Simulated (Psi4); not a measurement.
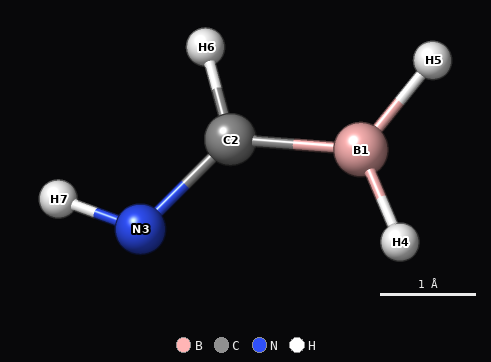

The structure (ball-and-stick view, seen at a tilt; atoms are numbered from 1 in the order of the input). Bond lengths as drawn: B–C 1.49 Å, B–H 1.20 to 1.21 Å, C–H 1.12 Å, C–N 1.34 Å and H–N 1.03 Å.

## Property calculation, with input and output: CH4BN (charge −1) (part 1 of 2)

- system: CH4BN, charge −1, multiplicity 2
- method: HF/aug-cc-pCVDZ, UHF, ddCOSMO solvent chlorobenzene (Psi4 1.11)

The geometry comes from this level: GFN2-xTB.

**The input (input.json)**
```
{
 "schema_name": "qcschema_input",
 "schema_version": 1,
 "molecule": {
  "schema_name": "qcschema_molecule",
  "schema_version": 2,
  "symbols": ["B", "C", "N", "H", "H", "H", "H"],
  "geometry": [-1.66938406, 0.64203445, -1.13789859, 0.57098075, 0.06570578, 0.4754173, 1.71846025, -2.17528264, 0.71367397, -2.71090661, -0.89093028, -2.42982875, -2.51048226, 2.76391343, -1.16724603, 1.37386869, 1.67905946, 1.59931301, 3.22746325, -2.0845002, 1.94658798],
  "molecular_charge": -1,
  "molecular_multiplicity": 2,
  "fix_symmetry": "c1"
 },
 "driver": "energy",
 "model": {
  "method": "hf",
  "basis": "aug-cc-pCVDZ"
 },
 "keywords": {
  "reference": "uhf",
  "scf_type": "cd",
  "ddx": true,
  "ddx_model": "cosmo",
  "ddx_solvent": "chlorobenzene",
  "ddx_radii_set": "uff",
  "scf_properties": ["MULTIPOLE(3)", "WIBERG_LOWDIN_INDICES", "MBIS_CHARGES", "MULLIKEN_CHARGES"]
 }
}
```

Machine: 1 thread of Intel Xeon @ 2.50GHz (Skylake/Cascade Lake), 192 GiB of memory available, shared host.

Run as:
```bash
psi4 --qcschema input.json -n 1 --memory 1600MB
```

**Output**
```
Psi4 1.11 release

  PCM or DDX continuum solvation does not make use of molecular symmetry: further calculations in C1 point group.

   => Loading Basis Set <=

    Name: AUG-CC-PCVDZ
    Role: ORBITAL
    Keyword: BASIS

         ---------------------------------------------------------
                                   SCF
                              UHF Reference
                        1 Threads,   1525 MiB Core
         ---------------------------------------------------------

  ==> Geometry <==

    Molecular point group: c1
    Full point group: C1

    Geometry (in Bohr), charge = -1, multiplicity = 2:

       Center              X                  Y                   Z               Mass
    ------------   -----------------  -----------------  -----------------  -----------------
         B           -1.959607242384     1.156725028449    -1.213905170864    11.009305360000
         C            0.280757567616     0.580396358449     0.399410719136    12.000000000000
         N            1.428237067616    -1.660592061551     0.637667389136    14.003074004430
         H           -3.001129792384    -0.376239701551    -2.505835330864     1.007825032230
         H           -2.800705442384     3.278604008449    -1.243252610864     1.007825032230
         H            1.083645507616     2.193750038449     1.523306429136     1.007825032230
         H            2.937240067616    -1.569809621551     1.870581399136     1.007825032230

  Running in c1 symmetry.

  Rotational constants: A =      2.10621  B =      0.32834  C =      0.28406 [cm^-1]
  Rotational constants: A =  63142.65813  B =   9843.40907  C =   8515.85917 [MHz]
  Nuclear repulsion =   56.828101009841745

  Charge       = -1
  Multiplicity = 2
  Electrons    = 23
  Nalpha       = 12
  Nbeta        = 11

  ==> Algorithm <==

  SCF Algorithm Type is CD.
  DIIS enabled.
  MOM disabled.
  Fractional occupation disabled.
  Guess Type is SAD.
  Energy threshold   = 1.00e-06
  Density threshold  = 1.00e-06
  Integral threshold = 1.00e-12

  ==> Primary Basis <==

  Basis Set: AUG-CC-PCVDZ
    Blend: AUG-CC-PCVDZ
    Number of shells: 53
    Number of basis functions: 117
    Number of Cartesian functions: 123
    Spherical Harmonics?: true
    Max angular momentum: 2

  +----------------------------------------------------------------+
  |                                                                |
  |                        888      888 Y8b    d8Y                 |
  |                        888      888  Y8b  d8Y                  |
  |                        888      888   Y8888Y                   |
  |                    .d88888  .d88888    Y88Y                    |
  |                   d88  888 d88  888    d88b                    |
  |                   888  888 888  888   d8888b                   |
  |                   Y88b 888 Y88b 888  d8Y  Y8b                  |
  |                     Y88888   Y88888 d8Y    Y8b                 |
  |                                                                |
  |                              |
  |                         Version: 0.7.0                         |
  |                                                                |
  +----------------------------------------------------------------+
    enable_fmm              = True
    eta                     = 0.1
    fmm_local_lmax          = 6
    fmm_multipole_lmax      = 9
    incore                  = False
    jacobi_n_diis           = 20
    lmax                    = 9
    logfile                 =
    maxiter                 = 100
    n_lebedev               = 302
    n_proc                  = 1
    shift                   = -1.0
    solvent_kappa           = 0.0
    solvent_epsilon         = 5.6968
    solvent_epsilon_optical = 2.32
    tol                     = 1e-08

    DDX numerical integration setup:

    dft_block_scheme     = ATOMIC
    dft_nuclear_scheme   = BECKE
    dft_pruning_scheme   = ROBUST
    dft_radial_points    = 35
    dft_radial_scheme    = BECKE
    dft_spherical_points = 110

    Cavity sphere setup (in Angstrom):

    Charge       X            Y            Z          Radius
    ------   ----------   ----------   ----------   ----------
      5.00    -1.036979     0.612113    -0.642371     2.245650
      6.00     0.148571     0.307133     0.211359     2.118050
      7.00     0.755791    -0.878747     0.337439     2.013000
      1.00    -1.588129    -0.199097    -1.326031     1.587300
      1.00    -1.482069     1.734963    -0.657901     1.587300
      1.00     0.573441     1.160883     0.806099     1.587300
      1.00     1.554321    -0.830707     0.989869     1.587300

    Cavity sphere setup (in Bohr):

    Charge       X            Y            Z          Radius
    ------   ----------   ----------   ----------   ----------
      5.00    -1.959607     1.156725    -1.213905     4.243663
      6.00     0.280758     0.580396     0.399411     4.002534
      7.00     1.428237    -1.660592     0.637667     3.804019
      1.00    -3.001130    -0.376240    -2.505835     2.999562
      1.00    -2.800705     3.278604    -1.243253     2.999562
      1.00     1.083646     2.193750     1.523306     2.999562
      1.00     2.937240    -1.569810     1.870581     2.999562

  ==> Integral Setup <==

  ==> CDJK: Cholesky-decomposed J/K Matrices <==

    J tasked:                     Yes
    K tasked:                     Yes
    wK tasked:                     No
    Integrals threads:              1
    Memory [MiB]:                1144
    Algorithm:                   Core
    Integral Cache:              NONE
    Schwarz Cutoff:             1E-12
    Cholesky tolerance:      1.00E-04
    No. Cholesky vectors:         447

  Minimum eigenvalue in the overlap matrix is 1.2019519959E-04.
  Reciprocal condition number of the overlap matrix is 1.2546760864E-05.
    Using symmetric orthogonalization.

  ==> Pre-Iterations <==

  SCF Guess: Superposition of Atomic Densities via on-the-fly atomic UHF (no occupation information).

   -------------------------
    Irrep   Nso     Nmo
   -------------------------
     A        117     117
   -------------------------
    Total     117     117
   -------------------------

  ==> Iterations <==

                        Total Energy        Delta E     RMS |[F,P]|

   @UHF iter SAD:  -118.13358737474623   -1.18134e+02   0.00000e+00
   @UHF iter   1:  -123.79674842203828   -5.66316e+00   1.53451e-01 ADIIS
   @UHF iter   2:  -227.58630460610829   -1.03790e+02   3.30145e-01 ADIIS
   @UHF iter   3:  -244.63264606073642   -1.70463e+01   7.95580e-02 ADIIS/DIIS
   @UHF iter   4:  -245.60357938584863   -9.70933e-01   1.18730e-01 ADIIS
   @UHF iter   5:  -251.37457462877711   -5.77100e+00   2.00131e-01 ADIIS
   @UHF iter   6:  -298.71476721672093   -4.73402e+01   2.96594e-01 ADIIS
   @UHF iter   7:  -468.62113938902212   -1.69906e+02   9.18628e-01 ADIIS
   @UHF iter   8:  -593.23053272756079   -1.24609e+02   3.00825e-01 ADIIS
   @UHF iter   9:  -596.15314749086622   -2.92261e+00   2.92444e-01 ADIIS
   @UHF iter  10:  -644.49936834902246   -4.83462e+01   1.15498e-01 ADIIS
   @UHF iter  11:  -651.45797756654588   -6.95861e+00   1.36556e-01 ADIIS
   @UHF iter  12:  -655.39729780185178   -3.93932e+00   5.86077e-02 ADIIS/DIIS
   @UHF iter  13:  -649.42555535186784    5.97174e+00   7.89897e-02 ADIIS/DIIS
   @UHF iter  14:  -656.74447542614951   -7.31892e+00   4.43729e-02 ADIIS/DIIS
   @UHF iter  15:  -657.71453989749818   -9.70064e-01   1.25768e-02 ADIIS/DIIS
   @UHF iter  16:  -658.13798676342992   -4.23447e-01   1.43840e-02 ADIIS/DIIS
   @UHF iter  17:  -658.22920887316468   -9.12221e-02   9.81793e-03 ADIIS/DIIS
   @UHF iter  18:  -658.33583988387147   -1.06631e-01   1.69561e-03 ADIIS/DIIS
   @UHF iter  19:  -658.33802095951580   -2.18108e-03   2.14954e-03 ADIIS/DIIS
   @UHF iter  20:  -658.34090144070001   -2.88048e-03   1.76579e-04 ADIIS/DIIS
   @UHF iter  21:  -658.34092220688979   -2.07662e-05   5.28596e-05 DIIS
   @UHF iter  22:  -658.34092513856967   -2.93168e-06   2.31590e-05 DIIS
   @UHF iter  23:  -658.34092680500942   -1.66644e-06   2.33019e-06 DIIS
   @UHF iter  24:  -658.34092674722331    5.77861e-08   4.38556e-07 DIIS
  Energy and wave function converged.

  ==> Post-Iterations <==

   @Spin Contamination Metric:   9.554667214E-05
   @S^2 Expected:                7.500000000E-01
   @S^2 Observed:                7.500955467E-01
   @S   Expected:                5.000000000E-01
   @S   Observed:                5.000000000E-01

    Orbital Energies [Eh]
    ---------------------

    Alpha Occupied:

       1A   -214.212854     2A    -98.200247     3A    -73.036040
       4A    -58.381014     5A    -57.464509     6A    -53.900301
       7A    -48.362168     8A    -43.601775     9A    -40.449798
      10A    -39.346501    11A    -37.211811    12A    -36.284394

    Alpha Virtual:

      13A    -35.119505    14A    -33.609782    15A    -32.723476
      16A    -29.173091    17A    -29.016162    18A    -27.844753
      19A    -26.407049    20A    -24.868851    21A    -24.212241
      22A    -23.902034    23A    -23.824500    24A    -23.523543
      25A    -22.547396    26A    -22.333004    27A    -20.769803
      28A    -19.670835    29A    -18.087038    30A    -17.307271
      31A    -16.799928    32A    -16.262091    33A    -15.227309
      34A    -15.179697    35A    -14.993484    36A    -14.528284
      37A    -13.740648    38A    -12.983953    39A    -12.879551
      40A    -12.661270    41A    -12.193669    42A    -11.901711
      43A    -10.250659    44A     -9.692819    45A     -9.267686
      46A     -8.792041    47A     -8.668785    48A     -8.608935
      49A     -7.858378    50A     -7.518341    51A     -7.405502
      52A     -7.026173    53A     -6.656796    54A     -6.504384
      55A     -6.140965    56A     -5.991773    57A     -5.752048
      58A     -5.333375    59A     -5.208112    60A     -4.581466
      61A     -4.190356    62A     -4.000085    63A     -3.854035
      64A     -3.734415    65A     -3.619789    66A     -2.989389
      67A     -2.911591    68A     -2.733460    69A     -2.247594
      70A     -2.106493    71A     -1.956605    72A     -1.686711
      73A     -1.629354    74A     -1.517361    75A     -1.433393
      76A     -1.310567    77A     -1.142290    78A     -0.962748
      79A     -0.791121    80A     -0.595406    81A     -0.518812
      82A     -0.411705    83A     -0.270881    84A     -0.202649
      85A     -0.149074    86A     -0.092645    87A      0.142393
      88A      0.248958    89A      0.263063    90A      0.619361
      91A      0.670122    92A      0.936919    93A      0.981420
      94A      1.195531    95A      1.358531    96A      1.611942
      97A      1.808504    98A      2.578207    99A      3.054027
     100A      3.721134   101A      4.062180   102A      4.570496
     103A      4.733744   104A      5.553163   105A      6.484630
     106A      7.256959   107A      7.925064   108A      8.153815
     109A      8.601708   110A     13.267986   111A     14.660659
     112A     18.447491   113A     21.334981   114A     21.746956
     115A     22.029245   116A     34.915349   117A    125.280715

    Beta Occupied:

       1A   -214.212360     2A    -98.191765     3A    -73.034205
       4A    -58.358581     5A    -57.445805     6A    -53.877044
       7A    -48.341446     8A    -43.593188     9A    -40.421913
      10A    -39.286245    11A    -37.195662

    Beta Virtual:
```
